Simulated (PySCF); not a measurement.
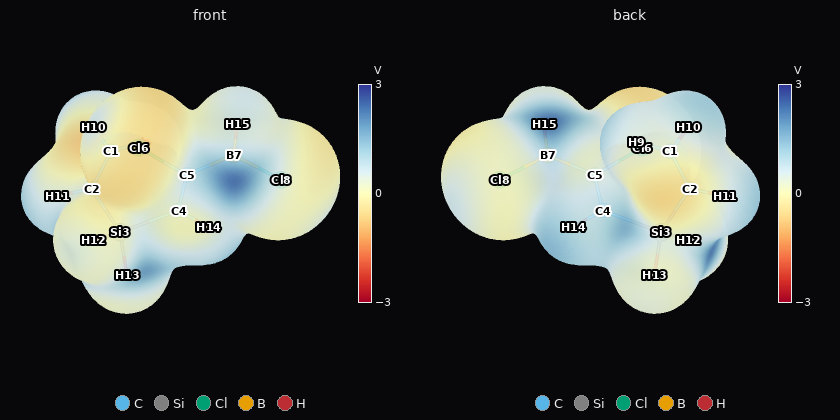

Figure 1: C4H7BCl2Si. The molecular electrostatic potential painted on the density surface at 0.004 e/bohr³, seen from the front and from behind; the colour scale runs from red (negative) to blue (positive).

Geometry: GFN2-xTB.

Level of theory: wB97X-D/def2-SVPD, SCF density, gas phase in PySCF 2.14.0.

```xyz
15

C    -2.0363    1.0337   -0.6720
C    -2.1828   -0.2122   -0.2490
Si   -0.8077   -1.4938   -0.1169
C     0.8380   -0.6676   -0.5347
C     1.4474    0.2473    0.2311
Cl    0.6524    0.6746    1.7279
B     2.7828    0.9751   -0.0716
Cl    3.6045    0.6151   -1.5046
H    -1.0766    1.4225   -0.9751
H    -2.8611    1.7281   -0.7303
H    -3.1723   -0.5417    0.0447
H    -0.7528   -2.0607    1.2329
H    -1.0161   -2.5571   -1.1096
H     1.3374   -0.9253   -1.4590
H     3.2387    1.7699    0.6585
```

Describe the electrostatic potential map.

Answer. The most negative region (about −0.8 V) lies over C1, C2 and Cl6, the most positive (about +2.3 V) over Si3 and B7. Cl6 shows a σ-hole: about +0.7 V at the tip opposite its bond, against about −0.4 V on its flanks. Cl8 shows a σ-hole: about +0.7 V at the tip opposite its bond, against about +0.2 V on its flanks.

How polar is the molecule by this calculation?

Answer. Its dipole moment is 1.06 D.
